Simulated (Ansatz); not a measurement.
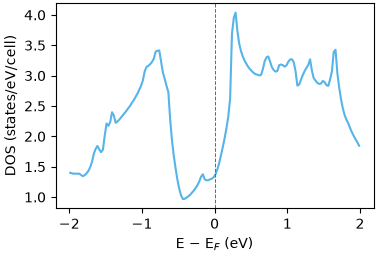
Fig. 1. Density of states of Hf (P6_3/mmc) near the Fermi level, PBEsol, rigid bands run with Ansatz (a first-principles code).

### Question
With 2 atoms a cell, what bare Sommerfeld coefficient γ = (π²/3) k_B² N(E_F) follows?

### Answer
N(E_F) ≈ 1.39 states/eV a cell at 300 K, so γ ≈ 1.64 mJ/(mol of atoms·K²), before electron-phonon enhancement.

### Question
How far does the Fermi level move in a rigid band for 0.1 electron a cell added or removed?

### Answer
67 meV and -75 meV.

A metal at this level (no band gap); rigid bands, thermally averaged at 300 K, both spins. Spin-orbit coupling is left out, which matters with elements this heavy. Geometry: cell and atoms relaxed with PBEsol.
